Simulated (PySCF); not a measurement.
# Run report: GaNH₂F₂ (charge +1), geometry relaxation (part 2 of 2)

Continued. System: GaNH₂F₂, charge +1, multiplicity 2. Method: HF/3-21G, UHF (PySCF 2.14.0). The atoms were displaced at random from an optimised geometry. The geometry is that of the parent species in another charge or spin state.

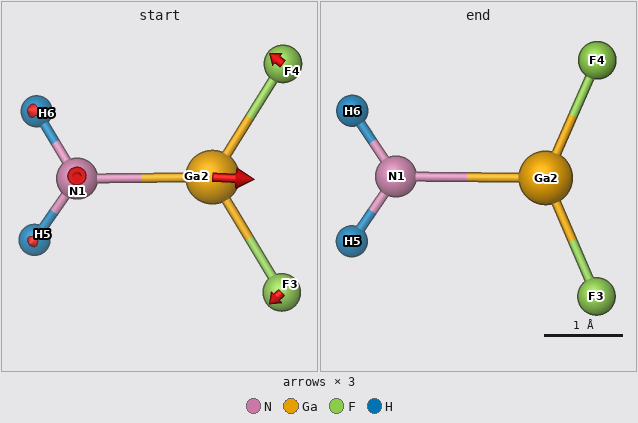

Figure 1. Before (left) and after (right) the relaxation, at one scale (ball-and-stick view, seen at a tilt). The red arrows give the displacements, magnified 3 times. The largest move after the best rigid fit is that of Ga2, 0.18 Å. Largest moves by element: Ga 0.18 Å, N 0.11 Å, F 0.08 Å, H 0.06 Å. Distances before and after: N1–Ga2 1.760 → 1.957 Å, Ga2–F3 1.742 → 1.671 Å, N1–H5 0.999 → 1.022 Å, N1–H6 1.034 → 1.022 Å. Among the angles that change: F3–Ga2–F4 116.8° → 132.8°, N1–Ga2–F4 122.7° → 113.6°, N1–Ga2–F3 120.4° → 113.6°. Over 7 geometry steps the energy falls by 18.2 kcal/mol. The largest force component goes from 7.4 to 0.003 eV/Å. (Atoms are counted from 1 in the order of the input.)

```
Step    7 : Displace = 6.783e-04/1.155e-03 (rms/max) Trust = 3.000e-01 (=) Grad = 3.086e-05/6.122e-05 (rms/max) E (change) = -2166.8043897020 (-2.661e-07) Quality = 1.076
Hessian Eigenvalues: 2.29998e-02 2.76381e-02 2.88715e-02 ... 4.34560e-01 4.55982e-01 4.90114e-01
Converged! =D

converged: True
N          -0.36092157        0.92829859       -0.07446185
Ga          0.35443250       -0.88892634        0.05619448
F           1.71165946       -1.00627199        1.02309134
F          -0.51362207       -2.01469814       -0.82119070
H           0.04411049        1.73982240        0.39747201
H          -1.18543881        1.18276848       -0.62283327

WARN: HOMO -0.304984456783628 >= LUMO -0.304984456783628

converged SCF energy = -2166.80438970204  <S^2> = 0.75888631  2S+1 = 2.0088667
total energy: -2166.80438970 hartree
Mode                                 0                   1                   2
Irrep
Freq [cm^-1]                      110.5789            161.6506            170.9108
Reduced mass [au]                   1.0235             12.7250              4.5296
Force const [Dyne/A]                0.0074              0.1959              0.0780
Char temp [K]                     159.0985            232.5793            245.9026
Normal mode                   x     y     z       x     y     z       x     y     z
       0   N                 0.00  0.00 -0.00    0.04  0.01 -0.06    0.11  0.05  0.09
       1  Ga                -0.00 -0.00  0.00   -0.05 -0.01  0.06   -0.03 -0.01 -0.02
       2   F                -0.01 -0.00  0.02    0.06  0.02 -0.09   -0.03  0.09 -0.00
       3   F                 0.01  0.00 -0.02    0.06  0.02 -0.09    0.04 -0.09  0.01
       4   H                 0.41  0.12 -0.56    0.09  0.03 -0.12    0.24 -0.05  0.16
       5   H                -0.41 -0.12  0.56    0.09  0.03 -0.12    0.13  0.22  0.15
Mode                                 3                   4                   5
Irrep
Freq [cm^-1]                      213.8997            585.4660            757.0730
Reduced mass [au]                  20.1955              5.9252              1.2253
Force const [Dyne/A]                0.5444              1.1966              0.4138
Char temp [K]                     307.7540            842.3552           1089.2595
Normal mode                   x     y     z       x     y     z       x     y     z
       0   N                 0.02 -0.04  0.00    0.08 -0.21  0.02    0.08  0.04  0.07
       1  Ga                 0.02 -0.05  0.00   -0.02  0.04 -0.00   -0.00 -0.00 -0.00
       2   F                 0.01  0.14  0.04   -0.02  0.01 -0.01   -0.02  0.01 -0.01
       3   F                -0.10  0.08 -0.05    0.01  0.02  0.01   -0.01 -0.02 -0.01
       4   H                 0.02 -0.04  0.00    0.09 -0.22  0.02   -0.41  0.43 -0.21
       5   H                 0.02 -0.04  0.00    0.08 -0.22  0.01    0.00 -0.62 -0.13
Mode                                 6                   7                   8
Irrep
Freq [cm^-1]                      841.9157            873.5130            954.9427
Reduced mass [au]                  20.2621              1.2498             21.3606
Force const [Dyne/A]                8.4620              0.5619             11.4767
Char temp [K]                    1211.3292           1256.7907           1373.9500
Normal mode                   x     y     z       x     y     z       x     y     z
       0   N                 0.00 -0.01  0.00   -0.07 -0.02  0.10    0.01  0.00  0.01
       1  Ga                -0.01  0.03 -0.00    0.00  0.00 -0.01   -0.05 -0.02 -0.04
       2   F                 0.13 -0.01  0.09   -0.00 -0.00  0.00    0.11 -0.01  0.08
       3   F                -0.08 -0.10 -0.08   -0.00 -0.00  0.00    0.07  0.09  0.07
       4   H                 0.01 -0.01  0.00    0.36  0.11 -0.50   -0.04  0.04 -0.02
       5   H                 0.00 -0.01 -0.00    0.36  0.11 -0.50   -0.00 -0.06 -0.01
Mode                                 9                  10                  11
Irrep
Freq [cm^-1]                     1699.3388           3476.3284           3564.2284
Reduced mass [au]                   1.1062              1.0471              1.0985
Force const [Dyne/A]                1.8821              7.4556              8.2224
Char temp [K]                    2444.9702           5001.6626           5128.1311
Normal mode                   x     y     z       x     y     z       x     y     z
       0   N                -0.03  0.08 -0.01   -0.02  0.05 -0.00    0.06  0.03  0.05
       1  Ga                 0.00 -0.00  0.00    0.00 -0.00  0.00    0.00  0.00  0.00
       2   F                -0.00 -0.00 -0.00    0.00 -0.00  0.00   -0.00  0.00 -0.00
       3   F                 0.00  0.00  0.00   -0.00 -0.00 -0.00    0.00 -0.00  0.00
       4   H                 0.48 -0.37  0.27   -0.29 -0.53 -0.33   -0.26 -0.54 -0.31
       5   H                -0.09 -0.63 -0.20    0.56 -0.15  0.38   -0.54  0.17 -0.36
temperature 298.1500 [K]
pressure 101325.00 [Pa]
Rotational constants [GHz] 6.07398 5.58725 2.91023
Symmetry number 1
Zero-point energy (ZPE) 0.03055 [Eh]   80208.692 [J/mol]
                           tot       elec      trans        rot        vib
Entropy [J/mol/K]       329.339      5.763    168.837    107.069     47.670
Cv [J/mol/K]             70.559      0.000     12.472     12.472     45.616
Cp [J/mol/K]             78.873      0.000     20.786     12.472     45.616
Internal energy [J/mol]                      3718.434   3718.434  87868.577
Internal energy [Eh]   -2166.76809  -2166.80439
Enthalpy [J/mol]                             6197.391   3718.434  87868.577
Enthalpy [Eh]          -2166.76715
Gibbs free energy [J/mol]                  -44141.356 -28204.227  73655.907
Gibbs free energy [Eh] -2166.80455
```

**Trajectory as extended XYZ (Å, eV, eV/Å), 8 frames, from step=0 to step=7**
```
6
Properties=species:S:1:pos:R:3:forces:R:3 step=0 energy=-58960.96307
N    -0.2779    0.9387   -0.1423   -3.0199   3.1689  -0.3893
Ga    0.2863   -0.7190    0.0319    3.2321  -7.4113   0.5915
F     1.6843   -1.0760    1.0076   -1.9878   0.9054  -1.2422
F    -0.4640   -2.0563   -0.7813    0.6372   2.0948   0.9380
H     0.0154    1.7116    0.4189    0.6523   1.0533   0.3282
H    -1.1938    1.1421   -0.5766    0.4861   0.1889  -0.2262
6
Properties=species:S:1:pos:R:3:forces:R:3 step=1 energy=-58961.66591
N    -0.3415    0.9553   -0.0593   -0.6881   0.6143  -0.3746
Ga    0.3251   -0.8503    0.0197    0.3569  -0.3763   0.2512
F     1.6612   -1.0738    0.9798    0.5008   0.1883   0.3790
F    -0.4367   -2.0950   -0.7727   -0.5130  -0.0646  -0.4168
H     0.0175    1.7999    0.3955    0.2710  -0.2371   0.1397
H    -1.1754    1.2050   -0.6047    0.0723  -0.1246   0.0215
6
Properties=species:S:1:pos:R:3:forces:R:3 step=2 energy=-58961.72359
N    -0.3850    0.9482   -0.0822    0.2234  -0.1732   0.0456
Ga    0.3250   -0.8687    0.0325    0.1657  -0.2951   0.1119
F     1.6800   -1.0033    1.0046   -0.0524   0.1673  -0.0172
F    -0.4542   -2.0927   -0.7938   -0.1557   0.1471  -0.0958
H     0.0857    1.7097    0.4192   -0.2708   0.0739  -0.1541
H    -1.2014    1.2479   -0.6220    0.0899   0.0800   0.1097
6
Properties=species:S:1:pos:R:3:forces:R:3 step=3 energy=-58961.74382
N    -0.3672    0.9382   -0.0748    0.0451  -0.0943   0.0030
Ga    0.3287   -0.8886    0.0420    0.1862  -0.1599   0.0889
F     1.6915   -0.9874    1.0113   -0.1465   0.0426  -0.0917
F    -0.4830   -2.0752   -0.8141   -0.0098   0.2042   0.0430
H     0.0646    1.7297    0.4091   -0.0233  -0.0069  -0.0134
H    -1.1845    1.2242   -0.6152   -0.0517   0.0142  -0.0298
6
Properties=species:S:1:pos:R:3:forces:R:3 step=4 energy=-58961.75013
N    -0.3626    0.9293   -0.0751   -0.0058  -0.0200   0.0012
Ga    0.3445   -0.8932    0.0525    0.0305   0.0813   0.0216
F     1.7030   -0.9941    1.0179    0.0412  -0.0083   0.0348
F    -0.5024   -2.0360   -0.8195   -0.0644  -0.0312  -0.0476
H     0.0513    1.7333    0.4008    0.0334   0.0087   0.0243
H    -1.1836    1.2018   -0.6184   -0.0349  -0.0306  -0.0342
6
Properties=species:S:1:pos:R:3:forces:R:3 step=5 energy=-58961.75107
N    -0.3616    0.9277   -0.0748   -0.0044   0.0189  -0.0019
Ga    0.3538   -0.8908    0.0552   -0.0096   0.0168  -0.0019
F     1.7107   -1.0036    1.0230   -0.0005  -0.0028  -0.0013
F    -0.5122   -2.0190   -0.8212    0.0012   0.0032   0.0012
H     0.0448    1.7381    0.3976    0.0156  -0.0069   0.0109
H    -1.1853    1.1886   -0.6216   -0.0023  -0.0291  -0.0070
6
Properties=species:S:1:pos:R:3:forces:R:3 step=6 energy=-58961.75116
N    -0.3611    0.9280   -0.0747    0.0003   0.0123   0.0029
Ga    0.3546   -0.8894    0.0560   -0.0057   0.0038  -0.0024
F     1.7116   -1.0056    1.0233    0.0019  -0.0012   0.0008
F    -0.5136   -2.0151   -0.8212    0.0009  -0.0018  -0.0001
H     0.0443    1.7392    0.3976    0.0004  -0.0051  -0.0010
H    -1.1856    1.1839   -0.6226    0.0022  -0.0079  -0.0002
6
Properties=species:S:1:pos:R:3:forces:R:3 step=7 energy=-58961.75117
N    -0.3609    0.9283   -0.0745    0.0002   0.0030   0.0009
Ga    0.3544   -0.8889    0.0562    0.0003  -0.0014   0.0002
F     1.7117   -1.0063    1.0231   -0.0007   0.0000  -0.0006
F    -0.5136   -2.0147   -0.8212    0.0004  -0.0001   0.0002
H     0.0441    1.7398    0.3975   -0.0006  -0.0009  -0.0007
H    -1.1854    1.1828   -0.6228    0.0003  -0.0006   0.0001
```

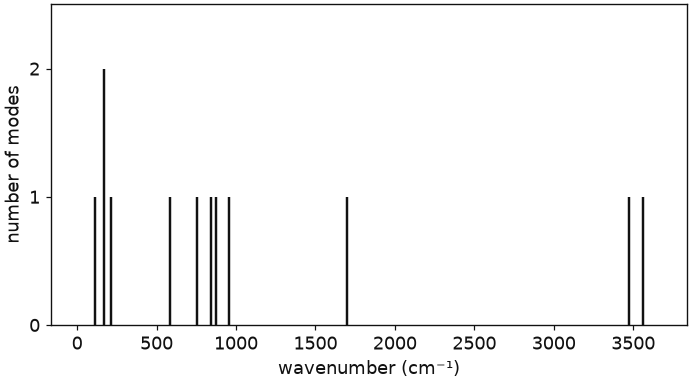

Figure 2. Harmonic vibrational wavenumbers from the force constants; neighbouring modes closer than 16 cm⁻¹ are counted in one stick. 12 modes from 111 to 3564 cm⁻¹, none imaginary.

This output came from the following input.

**Input (run.py)**
```python
from pyscf import gto, scf, symm
from pyscf.hessian import thermo
from pyscf.geomopt.geometric_solver import kernel as optimise

system = gto.Mole()
system.atom = [
    ('N', (-0.277878, 0.938742, -0.142331)),
    ('Ga', (0.286287, -0.719050, 0.031920)),
    ('F', (1.684271, -1.076025, 1.007633)),
    ('F', (-0.464025, -2.056343, -0.781274)),
    ('H', (0.015357, 1.711571, 0.418883)),
    ('H', (-1.193792, 1.142098, -0.576559)),
]
system.spin = 1
system.basis = '3-21g'
system.charge = 1
system.max_memory = 1860
system.verbose = 3
system.build()

mf = scf.UHF(system)
mf.conv_tol = 1e-10
mf = mf.newton()
converged, mol_eq = optimise(mf, maxsteps=80)
print('converged:', converged)
print(mol_eq.tostring())

mf.reset(mol_eq)
system = mol_eq
mf.kernel()
etot = mf.e_tot
print(f'total energy: {etot:.8f} hartree')
hess = mf.Hessian().kernel()
modes = thermo.harmonic_analysis(system, hess)
thermo.dump_normal_mode(system, modes)
symm.geom.TOLERANCE = 1e-3  # for the symmetry number
th = thermo.thermo(mf, modes['freq_au'], 298.15, 101325)
thermo.dump_thermo(system, th)
```

Command:
```bash
OMP_NUM_THREADS=1 python run.py
```

**Key numbers**

```csv
quantity,value
outcome,converged
total energy,−2166.804390 hartree
basis functions,53
⟨S²⟩,0.759
zero-point energy,0.030550 hartree
"wavenumbers, lowest and highest",111 and 3564 cm⁻¹
hardware,"1 thread of Intel Xeon @ 2.50GHz (Skylake/Cascade Lake), 32 GiB of memory available, shared host"
wall time,32 s
peak memory,0.15 GiB
```

**Notes**

Further notes kept with the run: dipole of an ion depends on the origin.
